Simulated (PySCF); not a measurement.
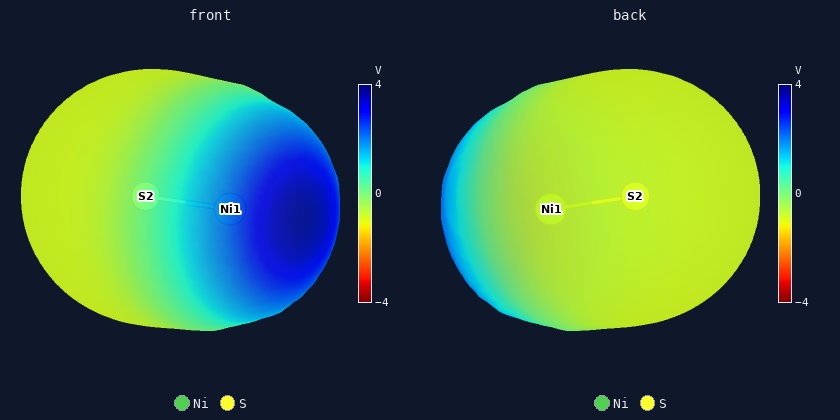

Figure 1: NiS (triplet). The electrostatic potential painted on the density surface at 0.001 e/bohr³, seen from the front and from behind; the colour scale runs from red (negative) to blue (positive).

Theory: PySCF 2.14.0, PBE0/x2c-TZVPPall, spin-free X2C-1e, Gaussian nucleus, at a bond length of 1.949 Å.

> Which sites attract a positive test charge, and which a negative one?

A positive charge is drawn to the negative regions and a negative charge to the positive ones. The most negative region (about −0.9 V) lies over S2, the most positive (about +3.7 V) over Ni1.
